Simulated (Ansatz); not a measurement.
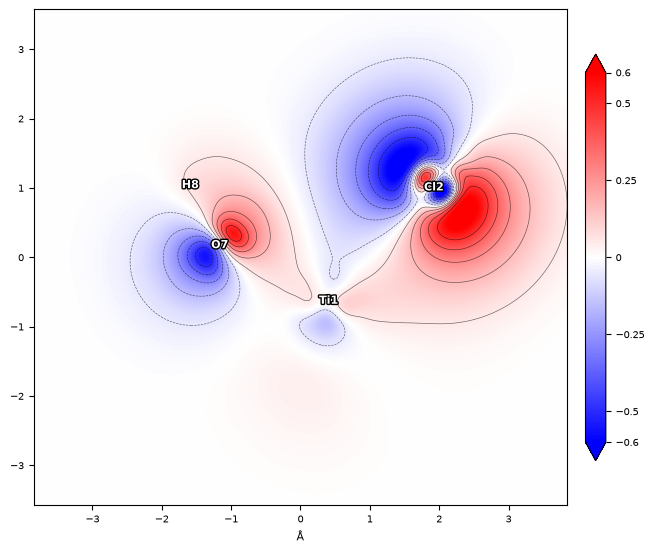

The picture shows: ClH$_{3}$O$_{3}$Ti. The HOMO−1 on the plane of atoms Cl2, Ti1 and O7 (values in Å⁻³ᐟ²; the overall sign is arbitrary).

Level of theory: Ansatz 0.2.0, RKS r2SCAN-D4/def2-SVP.

```xyz
8

Ti   -0.0316   -0.0251    0.0213
Cl   -0.0075    0.0745    2.2461
O     1.6325   -0.0626   -0.6169
H     2.2019   -0.8247   -0.7838
O    -0.8415    1.4111   -0.6566
H    -1.7784    1.5464   -0.8485
O    -0.9067   -1.5057   -0.3906
H    -1.3609   -2.2623   -0.0039
```

What is the character of this orbital?

Its weight (Hirshfeld) is mainly on Cl2 (about 70 %), O7 (about 10 %), O3 (about 10 %) and O5 (about 10 %); largely a lone pair of Cl2. Its energy is −7.44 eV.
